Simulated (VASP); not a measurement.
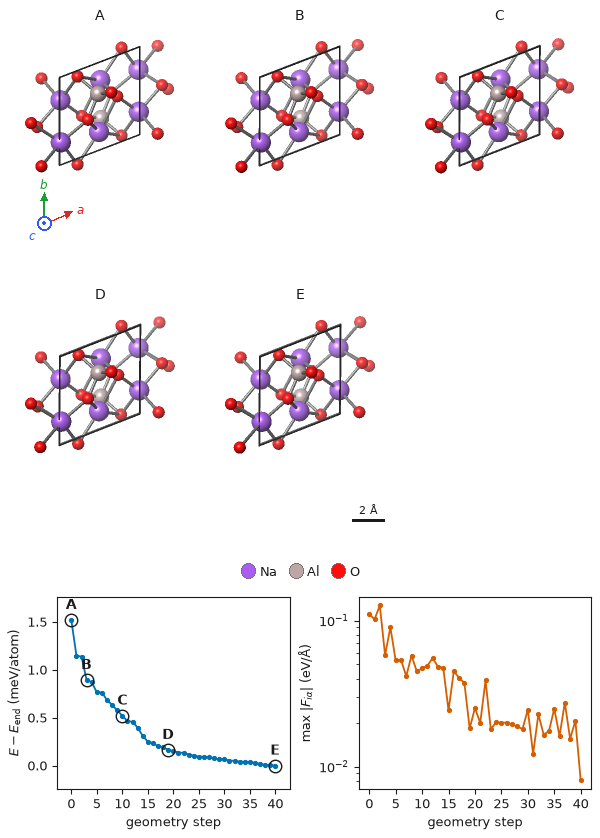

Frames of a relaxation of solid Na3AlO3 (a generated structure, set up in P-1), marked on the history of the run. The picture is a ball-and-stick view of the cell of the calculation, seen along the c axis.

The run lets cell and atoms move.

Level of theory: VASP 6.6.1, Kohn-Sham DFT of a periodic cell, PBE, VASP PAW PBE potentials, recommended.

Input file:
```
SYSTEM = Na3AlO3
ALGO     = Normal         ! electronic algorithm
EDIFF    = 1E-6           ! SCF threshold, eV
EDIFFG   = -0.01          ! ionic threshold
ENCUT    = 520            ! plane-wave cutoff, eV
GGA      = PE             ! functional
IBRION   = 2              ! ionic algorithm
ISIF     = 3              ! what is computed and relaxed
ISMEAR   = 0              ! smearing method
KPAR     = 8            
LASPH    = .TRUE.         ! aspherical terms in the spheres
LCHARG   = .FALSE.        ! write CHGCAR
LREAL    = .FALSE.        ! projectors in reciprocal space
LWAVE    = .FALSE.        ! write WAVECAR
NELM     = 120            ! most SCF steps
NSW      = 90             ! ionic steps
PREC     = Accurate       ! precision mode
SIGMA    = 0.1            ! smearing width, eV
```

Command:
```bash
cat potpaw_PBE.64/Na_pv/POTCAR potpaw_PBE.64/Al/POTCAR potpaw_PBE.64/O/POTCAR > POTCAR
mpirun -np 8 vasp_std > vasp.out
```

What happens along the run?

The energy falls by 1.5 meV per atom in 40 geometry steps. Largest force component: 0.11 eV/Å at the start, 0.0081 eV/Å at the end. The pressure goes from 0.45 to −0.03 GPa. The largest moves relative to the cell, 0.11 Å, are those of O atoms. Largest moves by element: O 0.11 Å, Na 0.08 Å, Al 0.03 Å. The volume changes by +1.2 %, with a 5.539 → 5.591 Å (+0.9 %), b 5.808 → 5.839 Å (+0.5 %), c 6.640 → 6.614 Å (−0.4 %), α 77.1° → 78.6°, β 86.4° → 87.3°, γ 68.7° → 68.1°. Some distances before and after: Na–O 2.820 → 3.046 Å, Na–O 3.022 → 2.861 Å, Na–Na 3.000 → 3.131 Å, Na–O 2.404 → 2.351 Å. Among the angles between lasting bonds that change: Na–O–Al 150.3° → 155.0°, O–Na–O 134.1° → 137.5°, Na–O–Al 86.6° → 90.0°. The space group stays P-1 (No. 2). From step 0 to 3: volume +0.8 %, energy −0.6 meV per atom. From step 3 to 10: Na and O atoms move most (0.02 Å), energy −0.4 meV per atom. From step 10 to 19: O atoms move most (0.04 Å), volume +0.3 %, energy −0.4 meV per atom. From step 19 to 40: Na atoms move most (0.04 Å), energy −0.2 meV per atom.

| step | E − E(0), meV/atom | largest force component, eV/Å | pressure, GPa | volume, Å³/atom |
| --- | --- | --- | --- | --- |
| 0 | 0.00 | 0.1109 | 0.45 | 13.855 |
| 1 | -0.37 | 0.1018 | -0.07 | 13.933 |
| 2 | -0.38 | 0.1268 | -0.19 | 13.951 |
| 3 | -0.63 | 0.0579 | -0.15 | 13.971 |
| 4 | -0.65 | 0.0899 | -0.12 | 13.979 |
| 5 | -0.75 | 0.0533 | 0.04 | 13.970 |
| 6 | -0.76 | 0.0539 | 0.04 | 13.968 |
| 7 | -0.84 | 0.0416 | 0.02 | 13.970 |
| 8 | -0.88 | 0.0576 | -0.01 | 13.973 |
| 9 | -0.94 | 0.0448 | 0.00 | 13.973 |
| 10 | -1.00 | 0.0471 | 0.01 | 13.974 |
| 12 | -1.06 | 0.0554 | 0.08 | 13.977 |
| 13 | -1.12 | 0.0482 | 0.04 | 13.988 |
| 15 | -1.27 | 0.0243 | -0.08 | 14.024 |
| 16 | -1.28 | 0.0449 | -0.13 | 14.028 |
| 18 | -1.33 | 0.0374 | 0.05 | 14.010 |
| 19 | -1.36 | 0.0183 | 0.00 | 14.012 |
| 21 | -1.38 | 0.0199 | -0.01 | 14.016 |
| 23 | -1.40 | 0.0180 | -0.04 | 14.017 |
| 24 | -1.41 | 0.0201 | -0.07 | 14.018 |
| 26 | -1.43 | 0.0200 | 0.01 | 14.009 |
| 27 | -1.43 | 0.0194 | 0.07 | 14.004 |
| 29 | -1.45 | 0.0181 | 0.01 | 14.013 |
| 31 | -1.47 | 0.0122 | -0.03 | 14.018 |
| 32 | -1.47 | 0.0228 | -0.06 | 14.019 |
| 34 | -1.48 | 0.0175 | 0.01 | 14.012 |
| 35 | -1.48 | 0.0249 | 0.04 | 14.009 |
| 37 | -1.50 | 0.0274 | 0.06 | 14.005 |
| 38 | -1.51 | 0.0155 | 0.01 | 14.013 |
| 40 | -1.52 | 0.0081 | -0.03 | 14.020 |
